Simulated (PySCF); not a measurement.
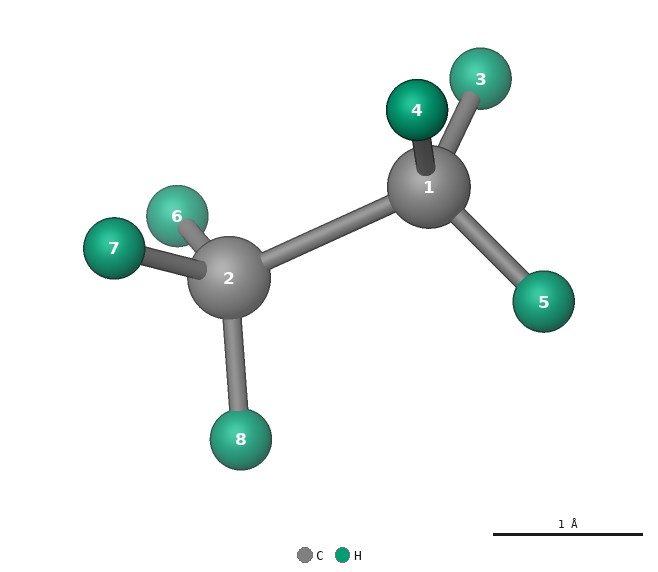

Figure made from data computed with PySCF.

Orthographic view. Atoms fade into the background with distance from the viewer. Geometry: a fixed input geometry, not necessarily a minimum.

Write a Z-matrix (Å, degrees) in the order of the atom numbers, with these reference atoms: 2 to 1; 3 to 1, 2; 4 to 1, 3, 2; 5 to 1, 4, 3; 6 to 2, 1, 5; 7 to 2, 6, 1; 8 to 2, 7, 6.

```
C  
C    1   1.530
H    1   1.094   2   111.2
H    1   1.094   3   107.7   2  -122.0
H    1   1.094   4   107.7   3   115.9
H    2   1.094   1   111.2   5  -120.2
H    2   1.094   6   107.7   1   122.0
H    2   1.094   7   107.7   6  -115.9
```
